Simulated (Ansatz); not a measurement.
# Run report: C₄H₁₃NSi, nudged elastic band (part 2 of 2)

Continued. System: C₄H₁₃NSi. Method: RHF/cc-pVDZ (Ansatz 0.2.0). One setting was made poor on purpose. It belongs to a series of runs on one base structure; here: band between the two ends.

Geometry of the input (Å):
```
Si 0.0714  -0.1108  0.3017
H  -0.0802  -0.2586  1.7779
C  1.9026  0.0413  -0.1383
H  2.4430  -0.8775  0.1038
H  2.0567  0.2602  -1.1988
H  2.3511  0.8595  0.4330
C  -0.8285  1.4714  -0.2264
H  -1.8896  1.4272  0.0366
H  -0.3978  2.3488  0.2661
H  -0.7573  1.6261  -1.3077
N  -0.5997  -1.5717  -0.3947
C  -1.7849  -2.1829  0.1683
H  -1.8840  -1.9303  1.2248
H  -2.7077  -1.8693  -0.3409
H  -1.7267  -3.2748  0.0959
C  -0.3899  -1.9265  -1.7813
H  -1.2126  -1.5979  -2.4327
H  0.5319  -1.4850  -2.1635
H  -0.2994  -3.0131  -1.8920
```

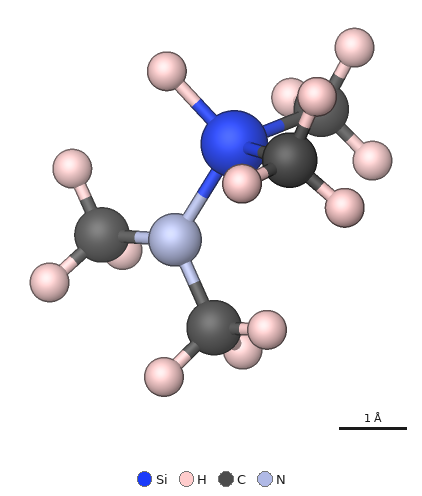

Fig. 1: The starting structure (ball-and-stick view, seen at a tilt).

```
Total energy: -13668.42030477 eV, -502.3051814123 hartree
Atom 0 at    -0.438020     0.024002     0.492992 Å, force    -0.089839     0.113553     0.006821 eV/Å
Atom 1 at     0.790532     0.002324     1.360226 Å, force     0.158975    -0.037181     0.008457 eV/Å
Atom 2 at     1.800621    -0.044160     0.201465 Å, force    -0.008281     0.129465     0.097537 eV/Å
Atom 3 at     2.173792    -1.057123     0.343372 Å, force    -0.044017    -0.037114    -0.000441 eV/Å
Atom 4 at     1.769259     0.213647    -0.858278 Å, force     0.035688    -0.043104     0.007654 eV/Å
Atom 5 at     2.438648     0.670708     0.723103 Å, force    -0.004188     0.032531    -0.018274 eV/Å
Atom 6 at    -0.731524     1.563942    -0.593452 Å, force     0.039530    -0.168045     0.032273 eV/Å
Atom 7 at    -1.730931     1.473648    -1.029477 Å, force    -0.001102     0.058970     0.001368 eV/Å
Atom 8 at    -0.713941     2.473802     0.009334 Å, force     0.042169     0.003082     0.009083 eV/Å
Atom 9 at    -0.010848     1.671790    -1.408496 Å, force    -0.053071     0.008294    -0.031275 eV/Å
Atom 10 at    -0.840630    -1.456276    -0.326171 Å, force    -0.086460     0.002303    -0.069232 eV/Å
Atom 11 at    -1.626932    -2.489557     0.316410 Å, force     0.029367    -0.018646    -0.017849 eV/Å
Atom 12 at    -1.680708    -2.314408     1.390479 Å, force    -0.007584     0.000229    -0.009615 eV/Å
Atom 13 at    -2.653374    -2.529043    -0.072229 Å, force     0.004883    -0.007675    -0.013078 eV/Å
Atom 14 at    -1.178753    -3.477760     0.160330 Å, force     0.004005     0.002585     0.008675 eV/Å
Atom 15 at    -0.679186    -1.653953    -1.750230 Å, force    -0.011904    -0.024570    -0.008220 eV/Å
Atom 16 at    -1.634371    -1.593894    -2.289096 Å, force     0.009551    -0.011325     0.003500 eV/Å
Atom 17 at    -0.010895    -0.904517    -2.174856 Å, force    -0.026410    -0.004521    -0.016490 eV/Å
Atom 18 at    -0.244138    -2.637171    -1.963827 Å, force     0.008688     0.001169     0.009107 eV/Å
Dipole moment:     0.061681    -0.039637    -0.228189 e Å
this run last wrote the band of iteration 14 to [file]
```

**The last band as extended XYZ (Å, eV, eV/Å)**
```
19
Properties=species:S:1:pos:R:3:forces:R:3 image=0 energy=-13672.52894
Si    0.0714   -0.1108    0.3017    0.0041   0.0017  -0.0268
H    -0.0802   -0.2586    1.7779    0.0010   0.0001   0.0026
C     1.9026    0.0413   -0.1383    0.0017  -0.0094  -0.0063
H     2.4430   -0.8775    0.1038   -0.0046   0.0067  -0.0002
H     2.0567    0.2602   -1.1988   -0.0038  -0.0012   0.0121
H     2.3511    0.8595    0.4330    0.0033   0.0039   0.0019
C    -0.8285    1.4714   -0.2264   -0.0051  -0.0054   0.0026
H    -1.8896    1.4272    0.0366    0.0021   0.0034  -0.0004
H    -0.3978    2.3488    0.2661    0.0008   0.0028   0.0027
H    -0.7573    1.6261   -1.3077    0.0013  -0.0019   0.0032
N    -0.5997   -1.5717   -0.3947   -0.0115  -0.0057   0.0127
C    -1.7849   -2.1829    0.1683    0.0030   0.0000  -0.0097
H    -1.8840   -1.9303    1.2248    0.0012   0.0009  -0.0034
H    -2.7077   -1.8693   -0.3409    0.0083  -0.0044   0.0066
H    -1.7267   -3.2748    0.0959   -0.0014   0.0076  -0.0007
C    -0.3899   -1.9265   -1.7813    0.0079   0.0026  -0.0119
H    -1.2126   -1.5979   -2.4327    0.0106  -0.0058   0.0056
H     0.5319   -1.4850   -2.1635   -0.0175  -0.0089   0.0100
H    -0.2994   -3.0131   -1.8920   -0.0017   0.0130  -0.0005
19
Properties=species:S:1:pos:R:3:forces:R:3 image=1 energy=-13672.52281
Si    0.0239   -0.0740    0.2855   -0.0033   0.0027   0.0051
H    -0.2550   -0.1695    1.7470    0.0020  -0.0012   0.0008
C     1.8930   -0.0226    0.0053   -0.0027   0.0005  -0.0070
H     2.3699   -0.9223    0.4027   -0.0003   0.0008  -0.0003
H     2.1440    0.0520   -1.0568    0.0016   0.0012   0.0005
H     2.3295    0.8459    0.5079    0.0000   0.0007   0.0005
C    -0.7364    1.5291   -0.3777    0.0014  -0.0002   0.0014
H    -1.8168    1.5516   -0.2089   -0.0004  -0.0006   0.0017
H    -0.2985    2.4011    0.1181   -0.0001   0.0008  -0.0004
H    -0.5623    1.6369   -1.4529   -0.0026  -0.0004   0.0007
N    -0.6737   -1.5115   -0.4245    0.0058  -0.0093   0.0003
C    -1.6566   -2.3342    0.2439   -0.0009   0.0056  -0.0026
H    -1.6811   -2.1166    1.3114   -0.0002   0.0007   0.0000
H    -2.6695   -2.1812   -0.1534   -0.0022   0.0015   0.0003
H    -1.4187   -3.3983    0.1288   -0.0021   0.0010  -0.0012
C    -0.5728   -1.7802   -1.8413    0.0006  -0.0006  -0.0012
H    -1.5206   -1.6028   -2.3675    0.0015   0.0002  -0.0016
H     0.1836   -1.1465   -2.3082    0.0026  -0.0022   0.0013
H    -0.2834   -2.8210   -2.0277   -0.0006  -0.0011   0.0017
19
Properties=species:S:1:pos:R:3:forces:R:3 image=2 energy=-13672.51888
Si   -0.0381   -0.0235    0.2612   -0.0017   0.0083   0.0315
H    -0.4102   -0.0472    1.7047   -0.0058   0.0048   0.0036
C     1.8486   -0.1035    0.1151   -0.0708   0.0168  -0.0305
H     2.2435   -1.0041    0.5926    0.0045  -0.0006   0.0044
H     2.1603   -0.1120   -0.9340    0.0283  -0.0026   0.0039
H     2.3072    0.7678    0.5922    0.0261  -0.0011   0.0030
C    -0.6363    1.5966   -0.5136    0.0365  -0.0245   0.0019
H    -1.7251    1.6794   -0.4605    0.0057  -0.0062   0.0015
H    -0.2029    2.4509    0.0157    0.0010   0.0082  -0.0117
H    -0.3399    1.6746   -1.5643   -0.0161   0.0103   0.0093
N    -0.8336   -1.4040   -0.4529   -0.0154  -0.0184  -0.0099
C    -1.4980   -2.4397    0.3038   -0.0074  -0.0031   0.0131
H    -1.5210   -2.1897    1.3641   -0.0021  -0.0006  -0.0018
H    -2.5354   -2.5741   -0.0275    0.0026   0.0002  -0.0059
H    -0.9946   -3.4100    0.2004    0.0066   0.0015  -0.0006
C    -0.7702   -1.6764   -1.8702    0.0161   0.0073  -0.0028
H    -1.7709   -1.7508   -2.3134   -0.0036  -0.0022   0.0019
H    -0.2397   -0.8817   -2.3984   -0.0070  -0.0007  -0.0099
H    -0.2452   -2.6166   -2.0833    0.0026   0.0025  -0.0010
19
Properties=species:S:1:pos:R:3:forces:R:3 image=3 energy=-13672.30477
Si   -0.0215   -0.0183    0.3082    0.4321  -0.1089  -0.0673
H    -0.0226   -0.0240    1.7836   -0.7917  -0.0158   0.3372
C     1.8391   -0.0685    0.0097    0.1568   0.0583  -0.2341
H     2.2435   -1.0578    0.2401   -0.0050  -0.0066  -0.0333
H     2.0589    0.1711   -1.0303    0.2867  -0.0536  -0.1563
H     2.3645    0.6587    0.6405   -0.1216   0.0108  -0.0683
C    -0.6953    1.5522   -0.5372   -0.0208  -0.1073   0.0914
H    -1.7124    1.4147   -0.9158    0.0201  -0.0160   0.0919
H    -0.6884    2.4347    0.1072    0.0496  -0.0251   0.0575
H    -0.0476    1.7649   -1.3935   -0.0649   0.0818  -0.0258
N    -0.7965   -1.4471   -0.3403   -0.0176   0.0823  -0.0226
C    -1.5945   -2.4403    0.3402    0.0590   0.0401   0.0067
H    -1.6316   -2.2522    1.4128    0.0290   0.0546   0.0217
H    -2.6281   -2.4631   -0.0324    0.0303   0.0509   0.0210
H    -1.1797   -3.4461    0.1920   -0.0052   0.0210   0.0450
C    -0.6990   -1.6673   -1.7669    0.0106   0.0012   0.0042
H    -1.6715   -1.5942   -2.2704   -0.0161  -0.0182   0.0150
H    -0.0392   -0.9269   -2.2235   -0.0242  -0.0266  -0.0740
H    -0.2793   -2.6546   -1.9924   -0.0069  -0.0228  -0.0100
19
Properties=species:S:1:pos:R:3:forces:R:3 image=4 energy=-13668.42030
Si   -0.4380    0.0240    0.4930   -0.0898   0.1136   0.0068
H     0.7905    0.0023    1.3602    0.1590  -0.0372   0.0085
C     1.8006   -0.0442    0.2015   -0.0083   0.1295   0.0975
H     2.1738   -1.0571    0.3434   -0.0440  -0.0371  -0.0004
H     1.7693    0.2136   -0.8583    0.0357  -0.0431   0.0077
H     2.4386    0.6707    0.7231   -0.0042   0.0325  -0.0183
C    -0.7315    1.5639   -0.5935    0.0395  -0.1680   0.0323
H    -1.7309    1.4736   -1.0295   -0.0011   0.0590   0.0014
H    -0.7139    2.4738    0.0093    0.0422   0.0031   0.0091
H    -0.0108    1.6718   -1.4085   -0.0531   0.0083  -0.0313
N    -0.8406   -1.4563   -0.3262   -0.0865   0.0023  -0.0692
C    -1.6269   -2.4896    0.3164    0.0294  -0.0186  -0.0178
H    -1.6807   -2.3144    1.3905   -0.0076   0.0002  -0.0096
H    -2.6534   -2.5290   -0.0722    0.0049  -0.0077  -0.0131
H    -1.1788   -3.4778    0.1603    0.0040   0.0026   0.0087
C    -0.6792   -1.6540   -1.7502   -0.0119  -0.0246  -0.0082
H    -1.6344   -1.5939   -2.2891    0.0096  -0.0113   0.0035
H    -0.0109   -0.9045   -2.1749   -0.0264  -0.0045  -0.0165
H    -0.2441   -2.6372   -1.9638    0.0087   0.0012   0.0091
19
Properties=species:S:1:pos:R:3:forces:R:3 image=5 energy=-13670.93448
Si   -1.1522    0.1123    0.6099   -0.2950   0.0156   0.0098
H     1.2785    0.0132    1.1227    0.2174  -0.0172  -0.0712
C     2.0963   -0.0924    0.4042    0.1191   0.0295   0.0405
H     2.4328   -1.1275    0.3982    0.0367  -0.0588   0.0470
H     1.7731    0.1853   -0.5975    0.0003  -0.0107   0.0680
H     2.9080    0.5632    0.7120    0.1331   0.0214   0.0212
C    -0.8570    1.5394   -0.6499    0.0831  -0.0901   0.0504
H    -1.7757    1.6353   -1.2405   -0.0465   0.0680  -0.0570
H    -0.7280    2.4666   -0.0828   -0.0331   0.0050  -0.0558
H    -0.0183    1.4496   -1.3434   -0.0412  -0.0475  -0.0342
N    -1.1203   -1.3444   -0.3362   -0.0953   0.0609  -0.0463
C    -1.6669   -2.5433    0.2808   -0.0172   0.0154   0.0133
H    -1.7643   -2.3967    1.3562   -0.0316  -0.0372  -0.0058
H    -2.6606   -2.7750   -0.1183    0.0045  -0.0873  -0.0201
H    -1.0252   -3.4129    0.1109    0.0587   0.0254  -0.0059
C    -0.7994   -1.5378   -1.7391   -0.0127   0.0365   0.0346
H    -1.6989   -1.5787   -2.3633   -0.0250  -0.0124  -0.0181
H    -0.1623   -0.7392   -2.1123   -0.0609   0.0381  -0.0006
H    -0.2610   -2.4810   -1.8801    0.0056   0.0453   0.0301
19
Properties=species:S:1:pos:R:3:forces:R:3 image=6 energy=-13671.16507
Si   -1.4660    0.1528    0.5659   -0.0238   0.0094  -0.0172
H     1.6906    0.1888    1.2523    0.0262   0.0098   0.0103
C     2.4460   -0.1294    0.5328    0.0089  -0.0069   0.0072
H     2.4899   -1.2188    0.5144    0.0115  -0.0042  -0.0001
H     2.1865    0.2412   -0.4592    0.0192  -0.0068   0.0037
H     3.4157    0.2724    0.8273    0.0211  -0.0068   0.0050
C    -1.0088    1.5312   -0.7012    0.0147  -0.0025   0.0132
H    -1.7619    1.5965   -1.4956   -0.0089   0.0002  -0.0080
H    -0.9876    2.4948   -0.1844   -0.0150   0.0057  -0.0082
H    -0.0339    1.3874   -1.1768   -0.0068   0.0020   0.0008
N    -1.3521   -1.2961   -0.3782   -0.0266  -0.0097   0.0121
C    -1.7266   -2.5599    0.2369    0.0066   0.0050  -0.0128
H    -1.9701   -2.4138    1.2885   -0.0110  -0.0001  -0.0023
H    -2.6010   -2.9967   -0.2581    0.0056  -0.0141  -0.0044
H    -0.9094   -3.2859    0.1726    0.0065   0.0031   0.0072
C    -0.9798   -1.4662   -1.7701   -0.0046   0.0091   0.0039
H    -1.8401   -1.7678   -2.3783   -0.0052  -0.0117   0.0009
H    -0.5752   -0.5488   -2.1864   -0.0249   0.0064  -0.0161
H    -0.2177   -2.2460   -1.8708    0.0068   0.0121   0.0048
19
Properties=species:S:1:pos:R:3:forces:R:3 image=7 energy=-13671.19878
Si   -1.5289    0.1522    0.5238    0.0005  -0.0028  -0.0028
H     2.1043    0.3463    1.4666    0.0041   0.0010   0.0012
C     2.6827   -0.1145    0.6647    0.0005   0.0026   0.0035
H     2.1869   -1.0299    0.3391   -0.0008   0.0010  -0.0002
H     2.7579    0.5781   -0.1748    0.0058   0.0002   0.0005
H     3.6826   -0.3518    1.0300    0.0034  -0.0049  -0.0014
C    -1.1039    1.5263   -0.7586   -0.0075  -0.0014  -0.0005
H    -1.8418    1.5713   -1.5683    0.0014   0.0004  -0.0017
H    -1.1048    2.4971   -0.2553   -0.0014   0.0003  -0.0006
H    -0.1165    1.3864   -1.2125    0.0000  -0.0001   0.0011
N    -1.4485   -1.2963   -0.4252   -0.0035   0.0054   0.0033
C    -1.7275   -2.5713    0.2163    0.0009  -0.0013  -0.0011
H    -1.9484   -2.4259    1.2730   -0.0018   0.0005  -0.0004
H    -2.5873   -3.0668   -0.2475    0.0007  -0.0005  -0.0014
H    -0.8701   -3.2482    0.1365   -0.0001   0.0001   0.0015
C    -1.1453   -1.4637   -1.8340   -0.0006  -0.0004  -0.0001
H    -1.9893   -1.9198   -2.3631    0.0002  -0.0018  -0.0001
H    -0.9243   -0.5128   -2.3088   -0.0025   0.0001  -0.0006
H    -0.2792   -2.1205   -1.9703    0.0005   0.0017  -0.0001
19
Properties=species:S:1:pos:R:3:forces:R:3 image=8 energy=-13671.20552
Si   -1.7281    0.2177    0.4955   -0.0022  -0.0148  -0.0007
H     2.5692    0.2760    1.5500    0.0061  -0.0096  -0.0124
C     2.7686   -0.3118    0.6525   -0.0074  -0.0014   0.0050
H     1.8509   -0.8073    0.3321    0.0116   0.0077   0.0029
H     3.1258    0.3461   -0.1412   -0.0049  -0.0020   0.0015
H     3.5299   -1.0620    0.8712   -0.0061   0.0027   0.0023
C    -1.3708    1.6086   -0.7890    0.0035  -0.0036  -0.0048
H    -2.0471    1.5602   -1.6504   -0.0004  -0.0007  -0.0008
H    -1.5117    2.5819   -0.3109   -0.0016  -0.0037   0.0012
H    -0.3429    1.5690   -1.1674   -0.0011   0.0009  -0.0014
N    -1.4463   -1.2303   -0.4173    0.0002   0.0173   0.0004
C    -1.6292   -2.5174    0.2349    0.0011  -0.0005   0.0017
H    -1.9177   -2.3793    1.2762    0.0002   0.0000  -0.0013
H    -2.4103   -3.1038   -0.2612    0.0017   0.0019   0.0003
H    -0.7056   -3.1056    0.2114   -0.0009   0.0019   0.0005
C    -1.0618   -1.3879   -1.8077   -0.0016  -0.0023   0.0052
H    -1.8278   -1.9401   -2.3634    0.0018   0.0016   0.0004
H    -0.9207   -0.4270   -2.2925    0.0011   0.0029  -0.0006
H    -0.1259   -1.9511   -1.8913   -0.0011   0.0016   0.0006
```

**Key numbers**

| quantity | value |
| --- | --- |
| outcome | converged |
| barrier, forward | 4.109 eV |
| barrier, backward | 2.785 eV |
| wall time | 3 min (CPU time 11 min) |
| peak memory | 0.44 GiB |

A deliberately poor setting: loose force. The order of the saddle point was not checked.
